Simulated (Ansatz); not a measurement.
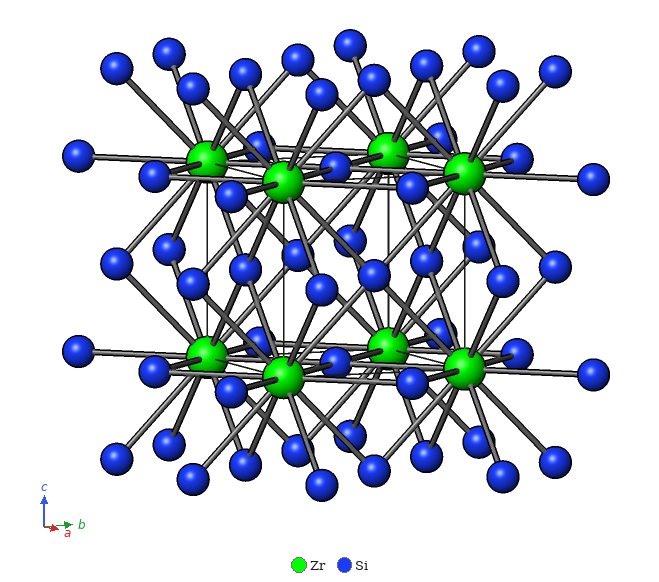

Drawn in the ball-and-stick manner and seen slightly off an axis. The conventional unit cell is outlined; an atom on or near a face, edge or corner is repeated at each equivalent position. Outside the box, the atoms bonded to those within are drawn.

ZrSi$_{3}$, Cu₃Au (L1₂) type, space group Pm-3m (No. 221), a = 3.990 Å, b = 3.990 Å, c = 3.990 Å, α = 90.00°, β = 90.00°, γ = 90.00°. Origin of the cell: a structure type filled with these elements by a generator (whether the compound takes this form wasn't checked). Earlier steps of the study may have refined or changed the cell and positions. A calculation with Ansatz used it as input.

This one geometry was computed with Ansatz (DFT, plane waves, PAW) at five levels of theory: PBE, PBE with spin-orbit coupling, PBEsol, LDA and r2SCAN.

Which level gives the highest pressure at this volume, and what does that say about its equilibrium volume?

Highest: PBE (0.0 GPa) and PBE with spin-orbit coupling (0.0 GPa), which points to the largest equilibrium volume. Lowest, with the smallest volume: LDA (-5.4 GPa). Levels within 0.5 GPa of each other can't be told apart.

How does the band gap change with the level of theory?

All levels give a metal.

Collect the results in a table.

| level | cutoff (eV) | k-mesh of the run's cell | gap (eV) | pressure (GPa) |
| --- | --- | --- | --- | --- |
| PBE | 420 | 8×8×8 | metal | 0.0 |
| PBE with spin-orbit coupling | 420 | 8×8×8 | metal | 0.0 |
| PBEsol | 420 | 8×8×8 | metal | -3.5 |
| LDA | 420 | 8×8×8 | metal | -5.4 |
| r2SCAN | 500 | 8×8×8 | metal | -1.6 |

Gaps are taken on the k-mesh or band path of each run.
